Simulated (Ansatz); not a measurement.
## BeS: pressure series

Take BeS in the zinc blende structure (space group F-43m, No. 216; a = 4.869 Å) as the base.

Cell and atoms are relaxed at each pressure.

Level of theory: r2SCAN (Ansatz, a first-principles code, PAW, no spin-orbit coupling).

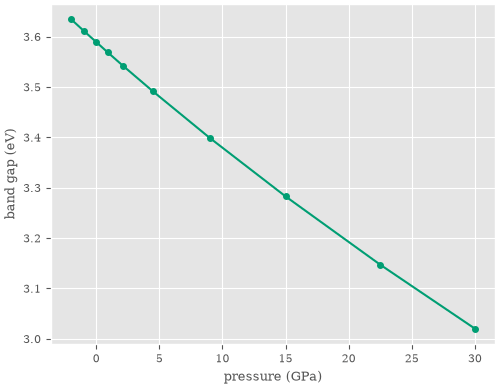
Figure. Band gap against pressure

Question: From the plot, what is the band gap for pressure 9 GPa?

Answer: About 3.40 eV.

Question: Is the trend monotonic over the range shown?

Answer: Yes, it falls throughout, spanning 3.02 eV to 3.63 eV.

Load acts through the strain it causes; cell and atoms are relaxed under it. Whether these cells are dynamically stable was not tested. No other phases were tried under pressure.
